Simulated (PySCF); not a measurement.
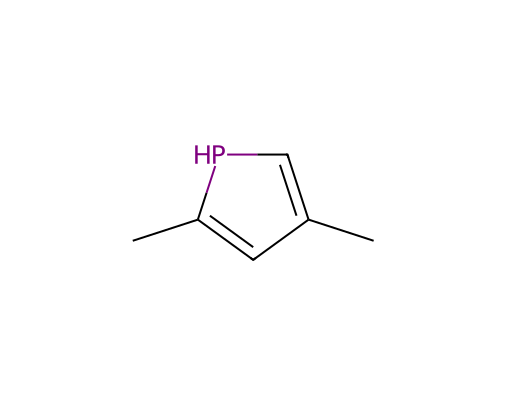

Skeletal drawing of a molecule.

Question: Transcribe the drawing into SMILES.

Answer: Cc1c[pH]c(C)c1

Question: Give the formula, hydrogens included.

Answer: C6H9P.

Question: An optimisation with GFN2-xTB gave a structure of which point group?

Answer: C1.

More results for the same structure follow; atom numbers are the same in all pictures, views and colours differ. Computed geometry: GFN2-xTB optimisation. No frequency run is at hand to confirm it as a minimum.

Charges

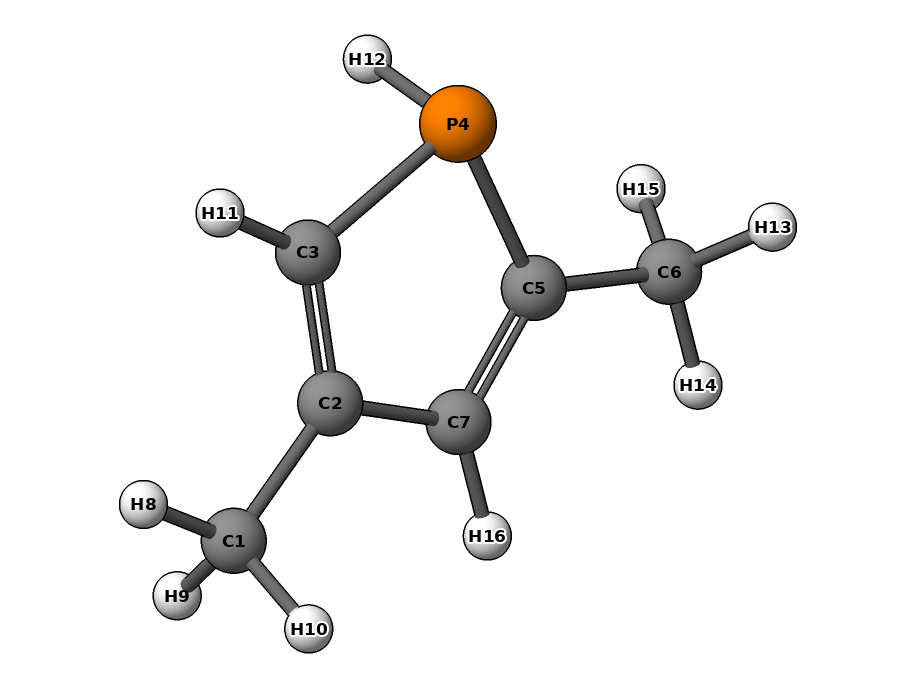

The questions are on Mulliken charges. No frequency run is at hand to confirm it as a minimum. Method: PBE0/pcSseg-1, gas phase (PySCF 2.14.0).

List the Mulliken charges.

```json
{"atom": "C1", "value (e)": "−0.11"}
{"atom": "C2", "value (e)": "−0.26"}
{"atom": "C3", "value (e)": "−0.38"}
{"atom": "P4", "value (e)": "0.46"}
{"atom": "C5", "value (e)": "−0.59"}
{"atom": "C6", "value (e)": "−0.13"}
{"atom": "C7", "value (e)": "0.04"}
{"atom": "H8", "value (e)": "0.12"}
{"atom": "H9", "value (e)": "0.13"}
{"atom": "H10", "value (e)": "0.13"}
{"atom": "H11", "value (e)": "0.09"}
{"atom": "H12", "value (e)": "0.08"}
{"atom": "H13", "value (e)": "0.13"}
{"atom": "H14", "value (e)": "0.11"}
{"atom": "H15", "value (e)": "0.13"}
{"atom": "H16", "value (e)": "0.06"}
```

Ring current

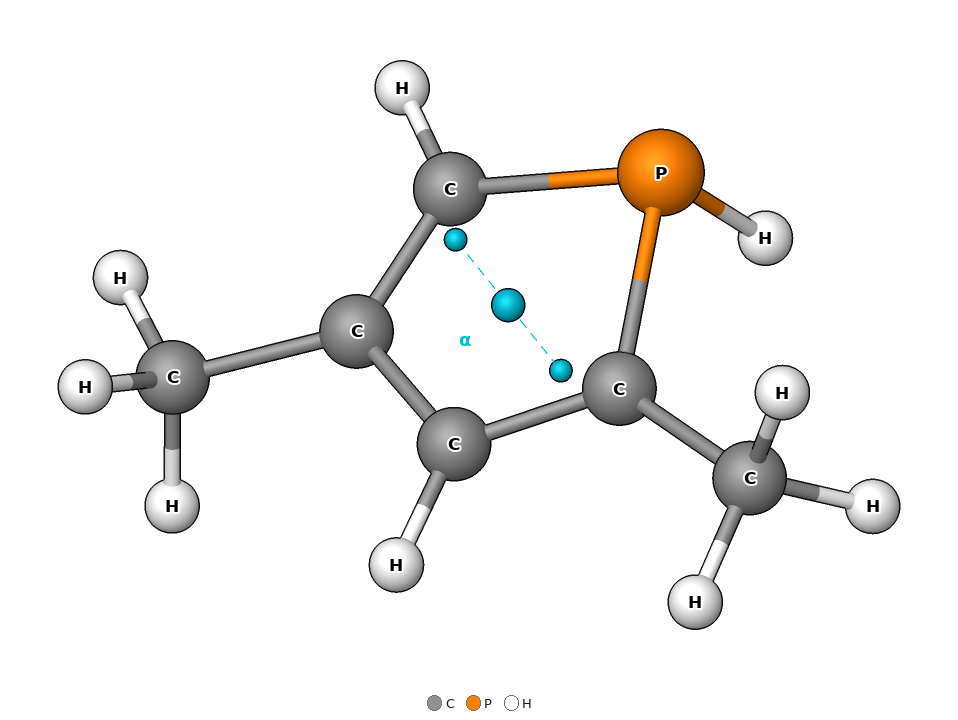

The small points mark where nucleus-independent chemical shifts (NICS) were computed: at the centre of each lettered ring and 1 Å above and below it. No frequency run is at hand to confirm it as a minimum. Properties computed with GIAO PBE0/pcSseg-1 NMR shielding, non-relativistic, gas phase (PySCF 2.14.0).

Give NICS(0), NICS(1) and the out-of-plane component NICS(1)zz for each ring (means of the two sides).

```tsv
ring	members	NICS(0)	NICS(1)	NICS(1)zz
α	C4P	−3.4	−5.3	−9.6
```

Values in ppm.

Excitation

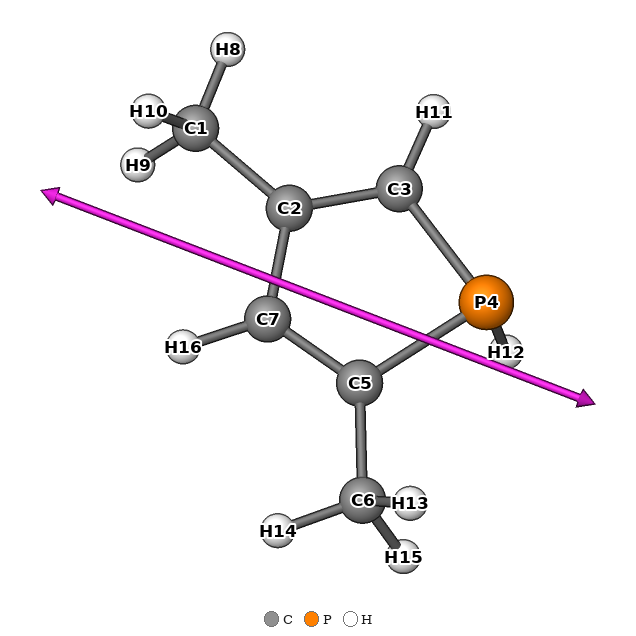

The double arrow shows the direction of the transition dipole to excited singlet state 2 (its length means nothing). No frequency run is at hand to confirm it as a minimum. Level of theory: TDDFT PBE0/def2-SVPD, vertical, gas phase, core orbitals frozen in the response (PySCF 2.14.0).

Question: Give its energy, strength and character.

Answer: 5.21 eV (238 nm), oscillator strength 0.088, mainly HOMO−1 → LUMO (weight 0.92); transition dipole 2.11 D.

Mulliken values depend strongly on the basis set and can even reverse the polarity of a bond. The geometry is semi-empirical. Around P such bond lengths and angles can be off by a tenth of an ångström or more and by several degrees, and values that hang on the shape move with them.
